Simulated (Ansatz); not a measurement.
# Two runs on CH3NO

System: CH3NO.
Method of run A: RKS B3LYP-D4/def2-TZVPPD (Ansatz 0.2.0).

The geometry comes from this level: PBE0-D4/def2-TZVP. Text and figures count atoms from 1; the logs count them from 0 in places.

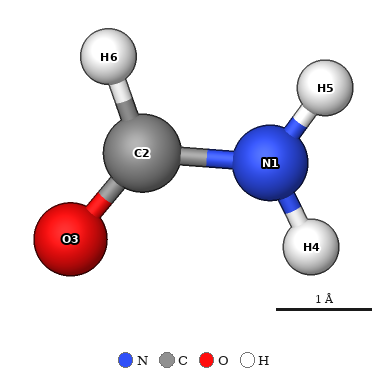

Fig. 1: The structure (ball-and-stick view, seen at a tilt; atoms are numbered from 1 in the order of the input).

Input file, run A:
```yaml
crystal:
  periodic: [false, false, false]
  atoms:
    - {symbol: N, position_ang: [-0.088394, 0.160591, 1.755896]}
    - {symbol: C, position_ang: [-0.029838, 0.034145, 0.414219]}
    - {symbol: O, position_ang: [-0.945286, -0.333131, -0.283525]}
    - {symbol: H, position_ang: [-0.944767, -0.060441, 2.235653]}
    - {symbol: H, position_ang: [0.706184, 0.471070, 2.283966]}
    - {symbol: H, position_ang: [0.958969, 0.304555, -0.000010]}
basis:
  gaussian: {orbitals: "def2-TZVPPD.json"}
hamiltonian: {xc: {name: B3LYP}, dispersion: d4}
```

Command:
```bash
ansatz run in.yaml --threads 4 --pin off --events-out ev --progress --plain --max-ram 9574MiB
```

Hardware: 4 threads of Arm Neoverse V1, 23 GiB of memory available, shared host.

Output (run A):
```
Functional definition: B3LYP
  parameter a0 = 0.2
  parameter ax = 0.72
  parameter ac = 0.81
  exchange = (1 - a0 - ax)*slater_x + ax*b88_x + a0*exact_x
  correlation = (1 - ac)*vwn_rpa_c + ac*lyp_c
714 factors; their error is unknown
mean field evaluation 1: about -4618.0238 eV, gradient 6.4e1 eV
mean field evaluation 2: about -4602.4203 eV, gradient 1.1e2 eV
mean field evaluation 4: about -4625.1477 eV, gradient 8.2e0 eV
mean field evaluation 8: about -4625.2729 eV, gradient 3.7e-1 eV
mean field -4625.27310243 eV, -169.9756513917 hartree, gradient 3.9e-5 eV, S^2 0.000000; 0 other end points of the search recorded, 0 dependent functions left out
reference -4625.27333293 eV, -169.9756598625 hartree; 12, 12 occupied and 153, 153 virtual orbitals, 714 factors
Total energy: -4625.36977124 eV, -169.9792039050 hartree
```

The input of run B differs as follows (lines with − go, lines with + come):
```diff
-    - {symbol: N, position_ang: [-0.088394, 0.160591, 1.755896]}
-    - {symbol: C, position_ang: [-0.029838, 0.034145, 0.414219]}
-    - {symbol: O, position_ang: [-0.945286, -0.333131, -0.283525]}
-    - {symbol: H, position_ang: [-0.944767, -0.060441, 2.235653]}
-    - {symbol: H, position_ang: [0.706184, 0.471070, 2.283966]}
-    - {symbol: H, position_ang: [0.958969, 0.304555, -0.000010]}
+    - {symbol: N, position_ang: [-0.088037, 0.160716, 1.755830]}
+    - {symbol: C, position_ang: [-0.032710, 0.033013, 0.412105]}
+    - {symbol: O, position_ang: [-0.945712, -0.333481, -0.285367]}
+    - {symbol: H, position_ang: [-0.943845, -0.060039, 2.236646]}
+    - {symbol: H, position_ang: [0.707262, 0.471264, 2.282753]}
+    - {symbol: H, position_ang: [0.959910, 0.305316, 0.004231]}
```

How does run B compare with run A?

The energy is the same within 0.01 kcal/mol.

Output (run B):
```
Functional definition: B3LYP
  parameter a0 = 0.2
  parameter ax = 0.72
  parameter ac = 0.81
  exchange = (1 - a0 - ax)*slater_x + ax*b88_x + a0*exact_x
  correlation = (1 - ac)*vwn_rpa_c + ac*lyp_c
714 factors; their error is unknown
mean field evaluation 1: about -4618.0272 eV, gradient 6.4e1 eV
mean field evaluation 2: about -4602.6828 eV, gradient 1.1e2 eV
mean field evaluation 4: about -4625.1477 eV, gradient 8.2e0 eV
mean field evaluation 8: about -4625.2730 eV, gradient 3.7e-1 eV
mean field -4625.27314222 eV, -169.9756528540 hartree, gradient 3.9e-5 eV, S^2 0.000000; 0 other end points of the search recorded, 0 dependent functions left out
reference -4625.27337273 eV, -169.9756613248 hartree; 12, 12 occupied and 153, 153 virtual orbitals, 714 factors
Total energy: -4625.36980282 eV, -169.9792050655 hartree
```

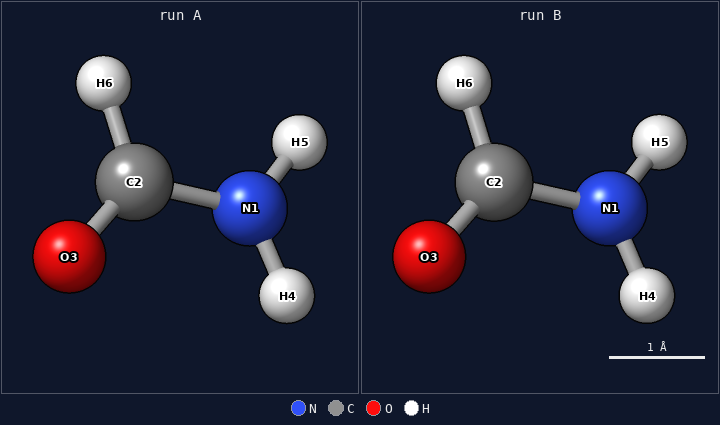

Fig. 2: The two input geometries at one scale (ball-and-stick view, seen at a tilt). The atom that moves furthest after the best rigid fit is H6 (0.004 Å). Largest moves by element: H 0.004 Å, C 0.004 Å, O 0.002 Å. N stays in place.

The two runs side by side:

```tsv
quantity	run A	run B
outcome	converged	converged
total energy (hartree)	−169.979204	−169.979205
basis functions	165	165
wall time (shared host)	0.95 s	0.95 s
```
